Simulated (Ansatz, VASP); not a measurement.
# BAs: VASP beside Ansatz

Wanted: the spread between two codes on one cell, functional and k mesh. The cell is taken from a series of VASP runs on this material, whose earlier steps may have relaxed, scaled or displaced it; both programs get it as it stands. Other levels of theory on this material are compared in a session of their own. Valence electrons are named where the data sets of a main pair hold unlike numbers.

Calculated with Ansatz 0.2.0; plane waves, with VASP 6.6.1 beside it; band structure at PBE, spin-orbit coupling.

## Step 1: The starting structure

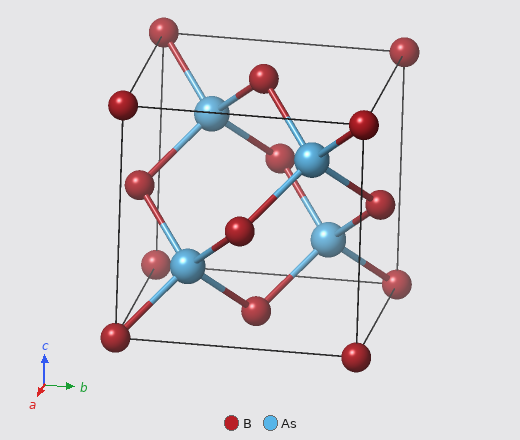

The starting structure, seen slightly off an axis (boron red, arsenic blue). This picture shows the conventional cell, with its axes. Bonds to atoms that aren't drawn are left out. Some periodic images of atoms are drawn too.

Structure file:

```cif
data_structure
_symmetry_space_group_name_H-M 'F-43m'
_symmetry_Int_Tables_number 216
_cell_length_a 4.8170
_cell_length_b 4.8170
_cell_length_c 4.8170
_cell_angle_alpha 90.000
_cell_angle_beta 90.000
_cell_angle_gamma 90.000
_cell_volume 111.77
loop_
_atom_site_label
_atom_site_type_symbol
_atom_site_symmetry_multiplicity
_atom_site_Wyckoff_symbol
_atom_site_fract_x
_atom_site_fract_y
_atom_site_fract_z
_atom_site_occupancy
B1 B 4 a 0.00000 0.00000 0.00000 1
As1 As 4 d 0.25000 0.25000 0.75000 1
```

## Step 2: Ansatz: band structure, PBE, spin-orbit coupling

Ansatz runs on its fully relativistic PAW (standard-fr) files.

The same path points are solved in both programs, so levels can be compared one by one.

Input file input.yaml:

```yaml
crystal:
  lattice:
    - [0.0, 2.4084771865, 2.4084771865]
    - [2.4084771865, 0.0, 2.4084771865]
    - [2.4084771865, 2.4084771865, 0.0]
  atoms:
    - { symbol: B, position: [0.0, 0.0, 0.0] }
    - { symbol: As, position: [0.25, 0.25, 0.25] }
hamiltonian:
  xc: pbe
  pseudopotentials: { kind: paw_fr }
magnetization:
  noncollinear: true
  spin_orbit: true
kpoints:
  mp_grid: { grid: [7, 7, 7] }
  band_path:
    path:
      - [0.0, 0.0, 0.0]
      - [0.16667, 0.0, 0.16667]
      - [0.33333, 0.0, 0.33333]
      - [0.4, 0.0, 0.4]
      - [0.5, 0.0, 0.5]
      - [0.5, 0.08333, 0.58333]
      - [0.5, 0.18333, 0.68333]
      - [0.5, 0.25, 0.75]
      - [0.45, 0.3, 0.75]
      - [0.40833, 0.34167, 0.75]
      - [0.35, 0.35, 0.7]
      - [0.225, 0.225, 0.45]
      - [0.075, 0.075, 0.15]
      - [0.03333, 0.03333, 0.03333]
      - [0.23333, 0.23333, 0.23333]
      - [0.4, 0.4, 0.4]
      - [0.51667, 0.46667, 0.51667]
      - [0.55833, 0.38333, 0.55833]
      - [0.60833, 0.28333, 0.60833]
      - [0.60833, 0.25, 0.64167]
      - [0.55833, 0.25, 0.69167]
      - [0.51667, 0.25, 0.73333]
      - [0.5, 0.3, 0.7]
      - [0.5, 0.38333, 0.61667]
      - [0.5, 0.48333, 0.51667]
      - [0.475, 0.475, 0.55]
      - [0.425, 0.425, 0.65]
      - [0.38333, 0.38333, 0.73333]
      - [0.59167, 0.18333, 0.59167]
      - [0.55, 0.1, 0.55]
      - [0.5, 0.0, 0.5]
    npoints: 1
scf:
  occupations: { method: gaussian, width: 0.05 }
  n_extra_bands: 14
output:
  forces: true
  stress: true
  eigenvalues: true
```

The run is started by

```bash
ansatz run input.yaml --threads 2 --pin off --max-ram 4608MiB --backend cpu --events-out ev --progress --plain --runs-dir out
```

Numbers of over 12 decimals in the logs are rounded to 6 here.

Output:

```text
scf.n_extra_bands = 14 over 18 filled bands (N_el = 18.0): the run solves 32 bands
Engine: ansatz 0.2.0, aarch64-unknown-linux-gnu
Pseudopotentials: kind: paw_fr
Pseudopotential: B, paw_fr, valence charge 3, recommended cutoff 420 eV (normal), B.paw.azcp#standard-fr
Pseudopotential: As, paw_fr, valence charge 15, recommended cutoff 420 eV (normal), As.paw.azcp#standard-fr
Functional definition: PBE
  parameter kappa = 0.804
  parameter beta = 0.066725
  exchange = pbe_x(kappa = kappa, mu = beta*pi^2/3)
  correlation = pbe_c(beta = beta)
non-collinear run that drives no moment, with spin-orbit: no starting moment large enough to seed its density (crystal.atoms[].spin), no starting occupations that ask for one, no magnetisation constraint and no magnetic field, so the semilocal B_xc is pinned to zero
Crystal: 2 atoms, lattice volume = 27.942 Å³
Basis set: ecut = 420 eV, 537 PW (Γ), exchange–correlation on 48×48×48 points (8 copies of the dense FFT grid, shifted against one another)
Bands: 32, of which v1, the nominal top of the filled ones, is band 18 counted from 1 (17 counted from 0)
Symmetry: 24 space group operations + 24 with time reversal
Magnetic group: BNS 216.75 (UNI 1577), of the structure as read, at distance tolerance 3.0e-5 Å
k-points: 20 of 343 (time reversal used)
Projection manifold: j_resolved (fully-relativistic pseudo-atomic orbitals)
Non-local potential: B, projectors of the file, l = 0: 2, l = 1: 4, l = 2: 2
Non-local potential: As, projectors of the file, l = 0: 2, l = 1: 4, l = 2: 6, l = 3: 2
PAW form: soft (Blöchl's): semilocal exchange-correlation on the pseudo side does not see the compensation charge
PAW one-centre angular grid: B, 110 points (default); XC on 64 Gauss nodes
PAW one-centre angular grid: As, 590 points (default); XC on 64 Gauss nodes
Initial density: superposition of atomic densities (chi_scale 0.1, normalization cell, long waves kept (reshape's long-wave potential 0.00 eV rms))
Initial wavefunctions: pseudopotential atomic-orbital guess
Functional: x = pbe(κ = 0.804, μ = 0.219515), c = pbe(β = 0.066725)
SCF iter   1: F=—  HF=-5012.823234 eV  |F-HF|=—  |Δ(HF+E_count)|=         —  Δρ=7.48e-2  dr2=1.98e0  dr2_m=0.00e0 (ungated)  ethr=3.10e-3  |M|=0.00e0 ∫|m|=0.00e0 μB  |m|>n=0.0e0 m-floor=0.0e0 τ_xc=0.0e0  β_m=0.30  ⟨swp⟩=6.8  Hψ=4171  notcnv=0  defer=41
preconditioner: auto → none  [insulator: Δε(μ)=1.711 eV  Ē_g=15.493 eV  σ=0.050 eV  W_gap=1.00  n_scr=8 (ndim 8)  ℏωp=19.9 eV  f_vac=0.000  D(μ)=0.00/eV (n_scr^D=0)  ε∞_Penn≈2.6]
SCF iter   2: F=—  HF=-5012.305673 eV  |F-HF|=—  |Δ(HF+E_count)|=   5.18e-1  Δρ=3.59e-2  dr2=3.48e-1  dr2_m=0.00e0 (ungated)  ethr=3.10e-3  |M|=0.00e0 ∫|m|=0.00e0 μB  |m|>n=0.0e0 m-floor=0.0e0 τ_xc=0.0e0  β_m=0.39  ⟨swp⟩=2.0  Hψ=994  notcnv=0  defer=146
SCF iter   3: F=—  HF=-5012.226322 eV  |F-HF|=—  |Δ(HF+E_count)|=   7.94e-2  Δρ=1.35e-2  dr2=3.46e-2  dr2_m=0.00e0 (ungated)  ethr=1.93e-3  |M|=0.00e0 ∫|m|=0.00e0 μB  |m|>n=0.0e0 m-floor=0.0e0 τ_xc=0.0e0  β_m=0.54  ⟨swp⟩=2.5  Hψ=752  notcnv=0  defer=146
SCF iter   4: F=—  HF=-5012.224262 eV  |F-HF|=—  |Δ(HF+E_count)|=   2.06e-3  Δρ=1.99e-3  dr2=6.08e-4  dr2_m=0.00e0 (ungated)  ethr=1.92e-4  |M|=0.00e0 ∫|m|=0.00e0 μB  |m|>n=0.0e0 m-floor=0.0e0 τ_xc=0.0e0  β_m=0.56  ⟨swp⟩=2.3  Hψ=676  notcnv=0  defer=146
SCF iter   5: F=—  HF=-5012.224421 eV  |F-HF|=—  |Δ(HF+E_count)|=   1.59e-4  Δρ=4.53e-4  dr2=2.60e-5  dr2_m=0.00e0 (ungated)  ethr=3.38e-6  |M|=0.00e0 ∫|m|=0.00e0 μB  |m|>n=0.0e0 m-floor=0.0e0 τ_xc=0.0e0  β_m=0.69  ⟨swp⟩=2.2  Hψ=676  notcnv=0  defer=146
SCF iter   6: F=—  HF=-5012.224437 eV  |F-HF|=—  |Δ(HF+E_count)|=   1.66e-5  Δρ=4.02e-5  dr2=2.68e-7  dr2_m=0.00e0 (ungated)  ethr=1.44e-7  |M|=0.00e0 ∫|m|=0.00e0 μB  |m|>n=0.0e0 m-floor=0.0e0 τ_xc=0.0e0  β_m=0.83  ⟨swp⟩=2.0  Hψ=764  notcnv=0  defer=146
SCF iter   7: F=-5012.224438 eV  HF=-5012.224438 eV  |F-HF|=2.31e-9  |Δ(HF+E_count)|=   1.65e-7  Δρ=6.94e-6  dr2=7.72e-9  dr2_m=0.00e0 (ungated)  ethr=5.56e-10  |M|=0.00e0 ∫|m|=0.00e0 μB  |m|>n=0.0e0 m-floor=0.0e0 τ_xc=0.0e0  ⟨swp⟩=9.7  Hψ=3374  notcnv=0
SCF 1 converged in 7 iterations: F = -5012.224438 eV  dr2 = 7.72e-9
  greatest PAW one-centre occupation: 0.999 electrons in one spin orbital (limit 2), on the As atom at site 1 (counted from 0), in its partial waves of l = 2
NSCF: frozen V_eff on 31 k-points
SCF converged after 7 iterations
Magnetization: |M| = 0.0000 μB,  M = (+0.0000, +0.0000, +0.0000) μB
Absolute magnetization: 0.0000 μB (∫|m|)
  site 0: m = (+0.0000, +0.0000, +0.0000) μB, |m| = 0.0000 μB  (R = 0.86 Å)
  site 1: m = (+0.0000, +0.0000, +0.0000) μB, |m| = 0.0000 μB  (R = 0.86 Å)
Free energy (F): -5012.224438 eV
Harris-Foulkes:  -5012.224438 eV  (|F-HF|=2.31e-9)
Internal energy: -5012.224438 eV  (E = F + TS)
E sigma→0 (E₀):  -5012.224438 eV
Fermi energy:    11.380183 eV
--- Per-component energies (eV) ---
  E_band       = -216.131033
  E_kinetic    = 151.061507
  E_local      = -1715.961966  (includes V_loc(G=0)·N_el)
  E_nonlocal   = -657.535186
  E_hartree    = 948.410401
  E_xc         = -111.039657
  E_vxc        = -117.140564  (∫ρ·V_xc dr)
  E_paw        = -1915.699038  (= ΣΔE_a)
  E_vpaw       = 226.622464  (= ΣTr[D̂ρ^β])
  E_aug_tail   = 0.000007  (compensation charges beyond the density's cutoff)
  E_ewald      = -1711.460505
  E_smearing   = -0.000000  (= −TS)
  E_closure    = -0.000000  (closes the sum)
  Σ components = -5012.224438   (vs F -5012.224438, Δ=0.00e0)
--- Forces (eV/Å), atoms counted from 1 ---
  atom   1  B      0.00000000    -0.00000000    -0.00000000
  atom   2  As    -0.00000000    -0.00000000     0.00000000
  max |Σ_I F_I| component: 5.73e-16 eV/Å
--- Stress (GPa, compression-positive) ---
       -0.627274      -0.000000      -0.000000
       -0.000000      -0.627274       0.000000
       -0.000000       0.000000      -0.627274
  P = ⅓ Tr σ = -0.6273 GPa (-6.273 kbar)
--- Band table (eV; the first three rows and the last of 20) ---
  k-point 0: bands = [... 14 lower, 10.7984, 10.7984, 10.7984, 10.7984, 13.8455, 13.8455, 14.0531, 14.0531, ... 10 higher]
  k-point 1: bands = [... 14 lower, 10.1380, 10.1380, 10.2730, 10.2748, 13.9789, 13.9789, 14.6098, 14.6098, ... 10 higher]
  k-point 2: bands = [... 14 lower, 9.3724, 9.3724, 9.5129, 9.5147, 13.5677, 13.5677, 15.3948, 15.3948, ... 10 higher]
  k-point 19: bands = [... 14 lower, 4.9684, 5.0782, 6.5200, 6.5797, 14.5375, 14.5751, 16.9799, 16.9912, ... 10 higher]
```

Run time: 6.8 s. Hardware: 2 threads of Arm Neoverse N1, shared host; peak memory 0.36 GiB.

## Step 3: VASP: band structure, PBE, spin-orbit coupling

The same cell, functional, mesh and smearing now go to VASP, with its own data sets.

Lines of VASP's logs that name or quote its potential files are left out, and so is its time.

Input file INCAR:

```
SYSTEM = BAs
PREC = Accurate
ENCUT = 420
EDIFF = 1E-06
NELM = 100
ISMEAR = 0
SIGMA = 0.05
LREAL = .FALSE.
ALGO = Normal
GGA = PE
LNONCOLLINEAR = .TRUE.
MAGMOM = 0 0 0 0 0 0
NBANDS = 20
GGA_COMPAT = .FALSE.
LASPH = .TRUE.
LSORBIT = .TRUE.
LORBIT = 11
LWAVE = .FALSE.
LCHARG = .FALSE.
KPAR = 2
```

Input file POSCAR:

```
BAs
1.0
    0.0000000000      2.4084771865      2.4084771865
    2.4084771865      0.0000000000      2.4084771865
    2.4084771865      2.4084771865      0.0000000000
B As
1 1
Direct
    0.0000000000      0.0000000000      0.0000000000
    0.2500000000      0.2500000000      0.2500000000
```

Input file KPOINTS:

```
Automatic mesh
0
Gamma
7 7 7
0 0 0
```

Input file KPOINTS_OPT:

```
Line mode
16
Line-mode
Reciprocal
  0.00000000   0.00000000   0.00000000 GAMMA
  0.50000000   0.00000000   0.50000000 X

  0.50000000   0.00000000   0.50000000 X
  0.50000000   0.25000000   0.75000000 W

  0.50000000   0.25000000   0.75000000 W
  0.37500000   0.37500000   0.75000000 K

  0.37500000   0.37500000   0.75000000 K
  0.00000000   0.00000000   0.00000000 GAMMA

  0.00000000   0.00000000   0.00000000 GAMMA
  0.50000000   0.50000000   0.50000000 L

  0.50000000   0.50000000   0.50000000 L
  0.62500000   0.25000000   0.62500000 U

  0.62500000   0.25000000   0.62500000 U
  0.50000000   0.25000000   0.75000000 W

  0.50000000   0.25000000   0.75000000 W
  0.50000000   0.50000000   0.50000000 L

  0.50000000   0.50000000   0.50000000 L
  0.37500000   0.37500000   0.75000000 K

  0.62500000   0.25000000   0.62500000 U
  0.50000000   0.00000000   0.50000000 X
```

PAW data sets: B and As (PBE family, release 64).

The run is started by

```bash
mpirun -np 2 vasp_ncl
```

Output:

```text
[banner, memory and clock lines left out]
running    2 mpi-ranks, on    1 nodes
 distrk:  each k-point on    1 cores,    2 groups
 distr:  one band on    1 cores,    1 groups

 POSCAR found type information on POSCAR B As
 POSCAR found :  2 types and       2 ions
 LDA part: xc-table for (Slater+PW92), standard interpolation
 POSCAR, INCAR and KPOINTS ok, starting setup
 FFT: planning ... GRIDC
 FFT: planning ... GRID_SOFT
 FFT: planning ... GRID
 WAVECAR not read
 entering main loop
       N       E                     dE             d eps       ncg     rms          rms(c)
DAV:   1     0.138653129759E+02    0.13865E+02   -0.28040E+03  1200   0.590E+02
DAV:   2    -0.109149181886E+02   -0.24780E+02   -0.22857E+02  1656   0.118E+02
DAV:   3    -0.120053713563E+02   -0.10905E+01   -0.10773E+01  1444   0.216E+01
DAV:   4    -0.120099211451E+02   -0.45498E-02   -0.45487E-02  1480   0.160E+00
DAV:   5    -0.120099319083E+02   -0.10763E-04   -0.10763E-04  1396   0.824E-02    0.476E+00
DAV:   6    -0.114744678861E+02    0.53546E+00   -0.36995E-01  1348   0.538E+00    0.231E+00
DAV:   7    -0.114235896754E+02    0.50878E-01   -0.13447E-01  1456   0.256E+00    0.967E-01
DAV:   8    -0.114170560809E+02    0.65336E-02   -0.15478E-02  1368   0.925E-01    0.114E-01
DAV:   9    -0.114170073638E+02    0.48717E-04   -0.88036E-04  1400   0.253E-01    0.591E-02
DAV:  10    -0.114171681319E+02   -0.16077E-03   -0.20687E-04  1332   0.959E-02    0.402E-02
DAV:  11    -0.114171938065E+02   -0.25675E-04   -0.18952E-05  1460   0.344E-02    0.138E-02
DAV:  12    -0.114171946452E+02   -0.83877E-06   -0.10457E-06  1360   0.791E-03
   1 F= -.11417195E+02 E0= -.11417195E+02  d E =-.234075E-12  mag=     0.0000     0.0000    -0.0000
 Start KPOINTS_OPT (optional k-point list driver)
k-point batch [1-30\160]
       N       E                     dE             ncg
DAV:   1     0.675990628000E+03   -0.57850E+04     1200
DAV:   2    -0.705194578634E+02   -0.74651E+03     1724
DAV:   3    -0.101490502819E+03   -0.30971E+02     1440
DAV:   4    -0.101605348748E+03   -0.11485E+00     1484
DAV:   5    -0.101605601366E+03   -0.25262E-03     1468
DAV:   6    -0.101605602248E+03   -0.88241E-06     1292
[...]
k-point batch [151-160\160]
       N       E                     dE             ncg
DAV:   1     0.584834716928E+04   -0.28607E+04      400
DAV:   2     0.561207872708E+04   -0.23627E+03      584
DAV:   3     0.560395331583E+04   -0.81254E+01      520
DAV:   4     0.560392574852E+04   -0.27567E-01      516
DAV:   5     0.560392568693E+04   -0.61595E-04      512
DAV:   6     0.560392568671E+04   -0.21728E-06      440
```

(Continued in part 2 of 2.)

[Lines on the potential files, build, host, timing and source positions are cut from VASP's logs without a mark.]

[Logs are printed without paths, hosts, clocks, repeated set-up lines and the standing remarks that a program may print on its own settings, such as how far it seeks lower states.]

[Hosts, paths, dates, database ids (printed as entryN), source tags and the programs' standing remarks are cut or masked in the printed files.]
